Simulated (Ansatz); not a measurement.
# Calculations on HfH4O3ClF

### Relaxation

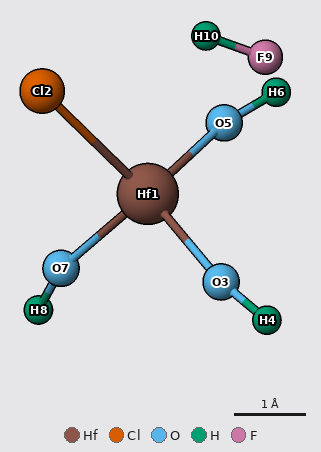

This is the input geometry for a relaxation of HfH$_{4}$O$_{3}$ClF. Style: ball-and-stick. Shown from a free direction.

The run prepares an end point of a later path (reaction) calculation, from a guessed geometry.

Method: RKS PBE/def2-SVP (Ansatz).

The input:
```yaml
crystal:
  periodic: [false, false, false]
  atoms:
    - { symbol: Hf, position_ang: [-0.158754, -0.28578, 0.197625] }
    - { symbol: Cl, position_ang: [-0.014585, -0.075776, 2.682159] }
    - { symbol: O, position_ang: [1.557286, -0.531725, -0.638563] }
    - { symbol: H, position_ang: [2.39023, -0.512084, -1.125769] }
    - { symbol: O, position_ang: [-1.191496, 1.122318, -0.617264] }
    - { symbol: H, position_ang: [-1.467506, 1.90639, -1.109442] }
    - { symbol: O, position_ang: [-1.142884, -1.915304, -0.072338] }
    - { symbol: H, position_ang: [-1.65362, -2.596317, -0.524501] }
    - { symbol: F, position_ang: [1.413102, 2.32766, 1.078514] }
    - { symbol: H, position_ang: [1.244726, 2.031617, 1.947478] }
basis:
  gaussian: { orbitals: def2-SVP }
hamiltonian:
  xc: pbe
relax:
  f_tol: 0.03
  max_steps: 50
output:
  orbitals: {}
```

Launched with:
```bash
ansatz run input.yaml --threads 4 --pin off --max-ram 5120MiB --backend cpu --events-out ev --progress --plain --runs-dir out
```

Question: Where does the relaxation end?

Answer: The atom that moves furthest after the best rigid fit is H10 (0.58 Å). Largest moves by element: H 0.58 Å, F 0.51 Å, O 0.36 Å, Hf 0.33 Å, Cl 0.12 Å. Among the contacts that change: Hf1–F9 3.174 → 2.401 Å, Hf1–H10 3.225 → 2.539 Å, Cl2–H10 2.563 → 1.939 Å, F9–H10 0.933 → 0.985 Å. New bonds form, among them: Hf1–F9 (3.17 → 2.40 Å). Bond angles that change, for instance: Hf1–O3–H4 170.5° → 144.7°, Hf1–O5–H6 164.1° → 154.8°, Cl2–Hf1–O7 103.9° → 97.2°. After 11 accepted moves (13 points after the start) the energy has fallen by 25.6 kJ/mol. The largest force component goes from 0.74 to 0.027 eV/Å. The line search rejected the trial steps at points 4, 9 of the run.

History of the run:

```
step  E − E(0), kJ/mol  largest force component, eV/Å      note
   0              0.00                         0.7382          
   1             -9.80                         0.7014          
   2            -15.88                         0.4813          
   3            -22.07                         0.1579          
   4            -21.85                         0.4058  rejected
   5            -23.53                         0.0557          
   6            -23.76                         0.1093          
   7            -23.98                         0.0995          
   8            -24.90                         0.1056          
   9            -24.75                         0.3633  rejected
  10            -25.07                         0.0531          
  11            -25.39                         0.0877          
  12            -25.45                         0.0808          
  13            -25.56                         0.0266
```

The structure at the end:

```xyz
10

Hf    0.0214   -0.0112    0.2076
Cl    0.0883   -0.0291    2.7173
O     1.7040   -0.2516   -0.7310
H     2.2164   -0.8491   -1.2944
O    -1.1842    1.2303   -0.6608
H    -1.4230    1.9181   -1.2961
O    -0.8575   -1.7097   -0.0240
H    -1.5528   -2.3601   -0.1848
F     1.0676    1.9585    1.0964
H     0.8963    1.5748    1.9876
```

The end point in the same view:

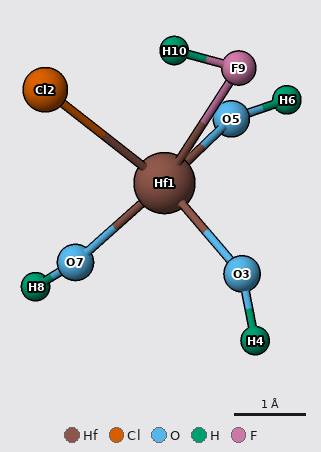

Limits of the set-up: the start holds two separate molecules, 2.6 Å apart at their closest, whose relative position is a soft coordinate and is computed without a dispersion correction.

### Relaxation

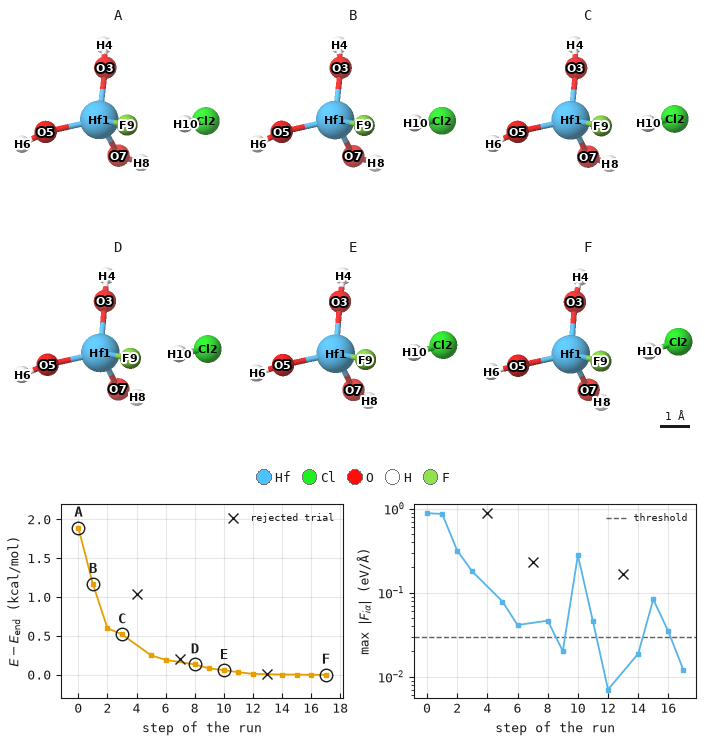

Frames of a relaxation of HfH4O3ClF, marked on the history of the run. The picture is a ball-and-stick view, seen face on.

The run prepares an end point of a later path (reaction) calculation, from a guessed geometry.

Computed with RKS PBE/def2-SVP in Ansatz 0.2.0.

The input:
```yaml
crystal:
  periodic: [false, false, false]
  atoms:
    - { symbol: Hf, position_ang: [-0.037708, 0.508008, -0.267795] }
    - { symbol: Cl, position_ang: [0.953695, -0.759674, 3.086931] }
    - { symbol: O, position_ang: [1.661488, -0.230813, -0.827894] }
    - { symbol: H, position_ang: [2.314461, -0.7775, -1.283829] }
    - { symbol: O, position_ang: [-0.914616, 1.431893, -1.734265] }
    - { symbol: H, position_ang: [-1.589993, 1.491129, -2.423912] }
    - { symbol: O, position_ang: [-1.228994, -0.903201, 0.332351] }
    - { symbol: H, position_ang: [-1.316747, -1.635487, 0.962617] }
    - { symbol: F, position_ang: [0.312487, 1.804363, 1.177413] }
    - { symbol: H, position_ang: [0.822427, 0.542281, 2.796284] }
basis:
  gaussian: { orbitals: def2-SVP }
hamiltonian:
  xc: pbe
relax:
  f_tol: 0.03
  max_steps: 50
```

Run as
```bash
ansatz run input.yaml --threads 4 --pin off --max-ram 5120MiB --backend cpu --events-out ev --progress --plain --runs-dir out
```

Question: Describe the path.

Answer: Over 14 accepted moves (17 points after the start) the energy falls by 1.89 kcal/mol. The largest force component goes from 0.88 to 0.012 eV/Å. The line search rejected the trial steps at points 4, 7, 13 of the run. The forces were under the threshold at step 9, but the run went on from there. Cl2 moves most after the best rigid fit: 0.59 Å. By element the largest moves are Cl 0.59 Å, H 0.55 Å, F 0.26 Å, Hf 0.15 Å, O 0.15 Å. Some distances before and after: Hf1–H10 3.183 → 3.007 Å, Cl2–H10 1.340 → 1.319 Å, Hf1–O3 1.936 → 1.928 Å, O7–H8 0.970 → 0.965 Å. Among the angles between lasting bonds that change: Hf1–O7–H8 143.6° → 166.0°, Hf1–O5–H6 152.0° → 164.2°, Hf1–O3–H4 161.1° → 171.0°. From step 0 to 1: H10 moves most (0.19 Å), energy −0.72 kcal/mol. From step 1 to 3: Cl2 moves most (0.14 Å), energy −0.65 kcal/mol. From step 3 to 8: Cl2 moves most (0.17 Å), energy −0.39 kcal/mol. From step 8 to 10: H8 moves most (0.19 Å), energy −0.07 kcal/mol. From step 10 to 17: Cl2 moves most (0.12 Å), energy −0.06 kcal/mol.

### Path

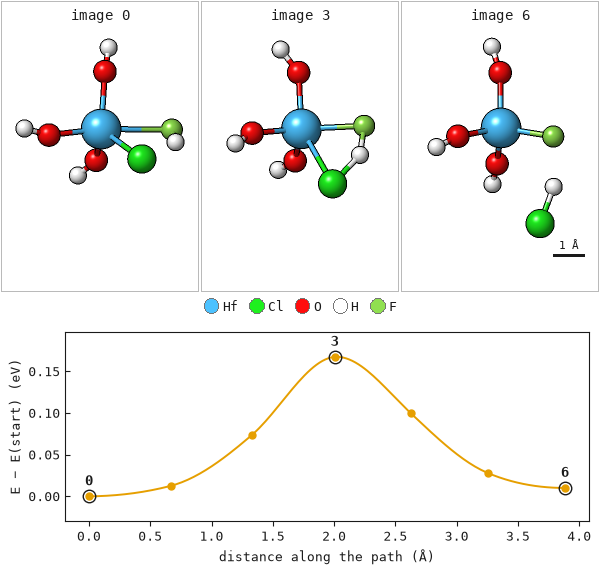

NEB run on HfH4O3ClF. Images are numbered from 0 (start) to 6 (end). A ball-and-stick model, seen face on.

Computed with Ansatz 0.2.0, RKS PBE/def2-SVP. Set-up: 5 movable images; climbing image; force threshold 0.03 eV/Å; iteration limit 60; starting path through a guess of the saddle point.

Read off the barrier and say what moves.

Answer. Forward barrier 0.167 eV, backward barrier 0.157 eV, with image 3 at the top; the reaction energy is +0.010 eV. Breaking: F–H (0.99 → 1.77 Å), Cl–Hf (2.51 → 3.82 Å). Forming: Cl–H (1.94 → 1.32 Å). The band is converged. At the top, the vibrational analysis gives one imaginary mode (142i cm⁻¹), as a transition state must have.

Cost: 3 min on 4 threads of Arm Neoverse V1, on a shared host, peak memory 0.19 GiB.
